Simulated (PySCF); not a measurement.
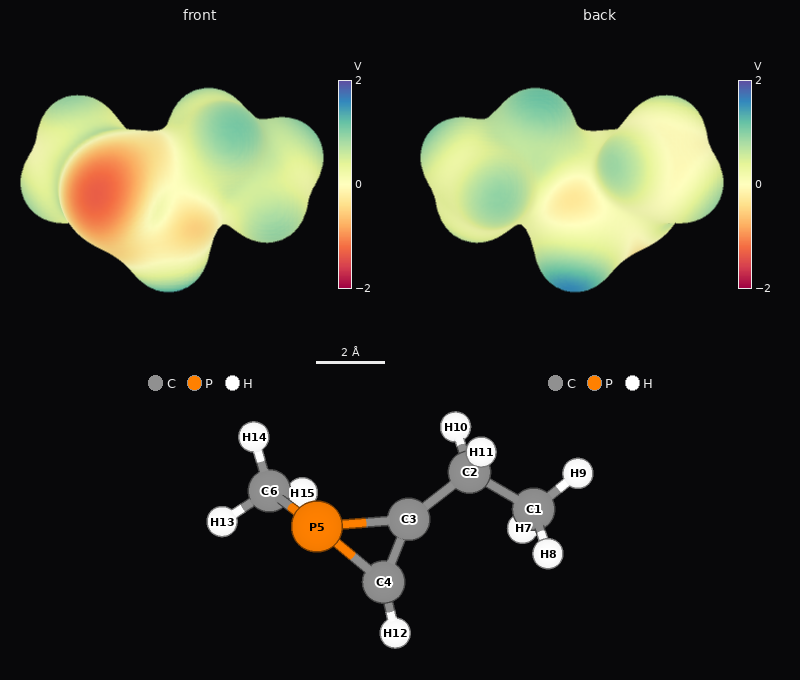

*C5H9P (SMILES CCC1=CP1C). The electrostatic potential painted on the density surface at 0.004 e/bohr³, seen from the front and from behind; the colour scale runs from red (negative) to blue (positive). The bare structure is drawn below in the same view.*

Geometry: GFN2-xTB.

The calculation used PBE0/pcSseg-1, SCF density, gas phase, non-relativistic in PySCF.

```
atom    x (Å)    y (Å)    z (Å)
   C  -2.3708   0.0020  -0.1056
   C  -1.1366   0.7191  -0.6461
   C   0.0113  -0.1923  -0.7684
   C   0.4720  -1.4045  -0.5855
   P   1.7609  -0.3272  -1.3266
   C   2.6706   0.2690   0.2021
   H  -2.1678  -0.4120   0.8793
   H  -2.6530  -0.8120  -0.7688
   H  -3.2059   0.6940  -0.0261
   H  -0.8607   1.5461   0.0161
   H  -1.3478   1.1512  -1.6292
   H   0.2362  -2.3912  -0.2557
   H   3.5644  -0.3367   0.3470
   H   2.9839   1.3018   0.0544
   H   2.0389   0.2007   1.0855
```

> Describe the electrostatic potential map.

The most negative region (about −1.3 V, or −30 kcal/mol for a unit charge) lies over P5, the most positive (about +1.5 V, or +35 kcal/mol for a unit charge) over H12.
